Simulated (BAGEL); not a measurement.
**HF/STO-3G (density fitting with qzvpp-jkfit) run of SiH4S2O (SMILES O[SiH2]SS)**

What is the vertical ionisation energy of SiH4S2O at HF/STO-3G (density fitting with qzvpp-jkfit)? 

Program for the calculation: BAGEL 1.2.2.

1 further run of the same task is left out (set aside as unsound or not needed).

### Step 1. The system as given

SiH4S2O: 8 atoms, total charge 0, spin state singlet. As SMILES, `O[SiH2]SS`. The shape is that of a PBE0-D4/def2-TZVP optimisation. This is one conformer, not always the lowest.

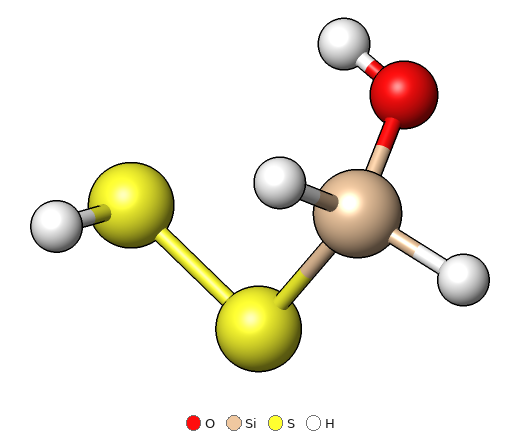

Viewed from a chosen angle; oxygen red, silicon light orange, sulfur yellow, hydrogen white.

### Step 2. A single-point energy at HF/STO-3G (density fitting with qzvpp-jkfit)

Input file input.json:

```json
{ "bagel" : [

{
  "title" : "molecule",
  "basis" : "sto-3g",
  "df_basis" : "qzvpp-jkfit",
  "angstrom" : "true",
  "geometry" : [
    { "atom" : "O", "xyz" : [    0.267700,    1.142800,   -1.342000 ] },
    { "atom" : "Si", "xyz" : [    0.928500,    0.284000,   -0.115400 ] },
    { "atom" : "S", "xyz" : [    0.155000,   -1.713700,    0.018200 ] },
    { "atom" : "S", "xyz" : [   -1.811500,   -1.128300,    0.276200 ] },
    { "atom" : "H", "xyz" : [   -0.681500,    1.279900,   -1.299000 ] },
    { "atom" : "H", "xyz" : [    0.669200,    0.936800,    1.192300 ] },
    { "atom" : "H", "xyz" : [    2.374700,    0.159000,   -0.404700 ] },
    { "atom" : "H", "xyz" : [   -1.810000,   -1.017500,    1.618400 ] }
  ]
},
{ "title" : "hf" },
{ "title" : "print", "file" : "orbitals.molden", "orbitals" : "true" }

]}
```

The run is started by

```console
$ BAGEL_NUM_THREADS=1 BAGEL input.json > input.out
```

What it wrote:

```text
* using 1 threads per process

  ===============================================================
  ===============================================================

  *** Geometry ***

  { "atom" : "O", "xyz" : [      0.505880,      2.159579,     -2.536012 ] },
  { "atom" : "Si", "xyz" : [      1.754611,      0.536682,     -0.218074 ] },
  { "atom" : "S", "xyz" : [      0.292908,     -3.238424,      0.034393 ] },
  { "atom" : "S", "xyz" : [     -3.423239,     -2.132178,      0.521942 ] },
  { "atom" : "H", "xyz" : [     -1.287848,      2.418660,     -2.454754 ] },
  { "atom" : "H", "xyz" : [      1.264605,      1.770295,      2.253120 ] },
  { "atom" : "H", "xyz" : [      4.487533,      0.300466,     -0.764772 ] },
  { "atom" : "H", "xyz" : [     -3.420404,     -1.922796,      3.058333 ] },

  Number of auxiliary basis functions:      533

  Since a DF basis is specified, we compute 2- and 3-index integrals:
    o Being stored without compression. Storage requirement is 0.006 GB

  Number of basis functions:       36
  Number of electrons      :       58

    * METHOD: MOLECULE                             0.19

  *** RHF ***

  === Nuclear Repulsion ===
   286.0654600861

      * DIIS with orbital gradients will be used.

  === RHF iteration (sto-3g) ===
      0      -1148.07604948          0.01175384           0.03
      1      -1148.14193214          0.00272443           0.03
      2      -1148.14544177          0.00056298           0.03
      3      -1148.14568100          0.00008016           0.03
      4      -1148.14568803          0.00002231           0.03
      5      -1148.14568865          0.00000559           0.03
      6      -1148.14568870          0.00000157           0.03
      7      -1148.14568870          0.00000050           0.03
      8      -1148.14568870          0.00000011           0.03
      9      -1148.14568870          0.00000003           0.03
     10      -1148.14568870          0.00000001           0.03
    * SCF iteration converged.

    * Permanent dipole moment:
           (    0.070931,    -0.328279,    -0.567254) a.u.

    * METHOD: HF                                   0.45

    * METHOD: PRINT                                0.00

  ===============================================================
```

It took 0.8 s on 1 thread of Arm Neoverse V2, shared host; peak memory 0.081 GiB.

### Step 3. The doublet cation

Input file input.json:

```json
{ "bagel" : [

{
  "title" : "molecule",
  "basis" : "sto-3g",
  "df_basis" : "qzvpp-jkfit",
  "angstrom" : true,
  "geometry" : [
    { "atom" : "O", "xyz" : [       0.267700,       1.142800,      -1.342000 ] },
    { "atom" : "Si", "xyz" : [       0.928500,       0.284000,      -0.115400 ] },
    { "atom" : "S", "xyz" : [       0.155000,      -1.713700,       0.018200 ] },
    { "atom" : "S", "xyz" : [      -1.811500,      -1.128300,       0.276200 ] },
    { "atom" : "H", "xyz" : [      -0.681500,       1.279900,      -1.299000 ] },
    { "atom" : "H", "xyz" : [       0.669200,       0.936800,       1.192300 ] },
    { "atom" : "H", "xyz" : [       2.374700,       0.159000,      -0.404700 ] },
    { "atom" : "H", "xyz" : [      -1.810000,      -1.017500,       1.618400 ] }
  ]
},

{ "title" : "uhf", "charge" : 1, "nopen" : 1 },

{ "title" : "print", "file" : "orbitals.molden", "orbitals" : true }

]}
```

The run is started by

```console
$ BAGEL_NUM_THREADS=1 BAGEL input.json > input.out
```

What it wrote:

```text
* using 1 threads per process

  ===============================================================
  ===============================================================

  *** Geometry ***

  { "atom" : "O", "xyz" : [      0.505880,      2.159579,     -2.536012 ] },
  { "atom" : "Si", "xyz" : [      1.754611,      0.536682,     -0.218074 ] },
  { "atom" : "S", "xyz" : [      0.292908,     -3.238424,      0.034393 ] },
  { "atom" : "S", "xyz" : [     -3.423239,     -2.132178,      0.521942 ] },
  { "atom" : "H", "xyz" : [     -1.287848,      2.418660,     -2.454754 ] },
  { "atom" : "H", "xyz" : [      1.264605,      1.770295,      2.253120 ] },
  { "atom" : "H", "xyz" : [      4.487533,      0.300466,     -0.764772 ] },
  { "atom" : "H", "xyz" : [     -3.420404,     -1.922796,      3.058333 ] },

  Number of auxiliary basis functions:      533

  Since a DF basis is specified, we compute 2- and 3-index integrals:
    o Being stored without compression. Storage requirement is 0.006 GB

  Number of basis functions:       36
  Number of electrons      :       58

    * METHOD: MOLECULE                             0.18

  *** Open-shell HF ***

  === Nuclear Repulsion ===
   286.0654600861

      * DIIS with orbital gradients will be used.

  === UHF iteration (sto-3g) ===
      0      -1147.82830064          0.02625169           0.06
      1      -1147.91182619          0.00805611           0.06
      2      -1147.92140866          0.00330714           0.06
      3      -1147.92366063          0.00154050           0.06
      4      -1147.92616214          0.00086801           0.07
      5      -1147.92727785          0.00024279           0.07
      6      -1147.92731896          0.00018181           0.07
      7      -1147.92735969          0.00012825           0.06
      8      -1147.92740180          0.00007998           0.06
      9      -1147.92742125          0.00003694           0.06
     10      -1147.92742499          0.00001371           0.06
     11      -1147.92742527          0.00000648           0.06
     12      -1147.92742534          0.00000242           0.06
     13      -1147.92742535          0.00000117           0.06
     14      -1147.92742536          0.00000063           0.06
     15      -1147.92742536          0.00000028           0.06
     16      -1147.92742536          0.00000013           0.06
     17      -1147.92742536          0.00000007           0.06
     18      -1147.92742536          0.00000004           0.06
     19      -1147.92742536          0.00000001           0.06
    * SCF iteration converged.

    * S^2 (UHF) is 0.7601

    * Permanent dipole moment:
           (    1.413200,     0.515872,    -1.319301) a.u.

    * METHOD: UHF                                  1.34

    * METHOD: PRINT                                0.00

  ===============================================================
```

Run time: 1.7 s. Hardware: 1 thread of Arm Neoverse V2, shared host; peak memory 0.081 GiB.

### Step 4. Outcome

Level: HF/STO-3G (density fitting with qzvpp-jkfit).

```
                                          quantity           value
                     singlet SiH4S2O: total energy  -1148.14569 Eh
                    singlet SiH4S2O: dipole moment          1.68 D
                      singlet SiH4S2O: HOMO energy        -6.88 eV
                      singlet SiH4S2O: LUMO energy         9.04 eV
                    singlet SiH4S2O: HOMO–LUMO gap        15.92 eV
                      doublet cation: total energy  -1147.92743 Eh
                              doublet cation: ⟨S²⟩           0.760
vertical ionisation energy (to the doublet cation)        5.939 eV
```

**Reading.** The vertical ionisation energy comes to 5.94 eV (573 kJ/mol). −ε(HOMO) before ionisation, 6.88 eV, is 0.94 eV above this ionisation energy. In a minimal basis such a difference can be off by several eV, whatever the method.
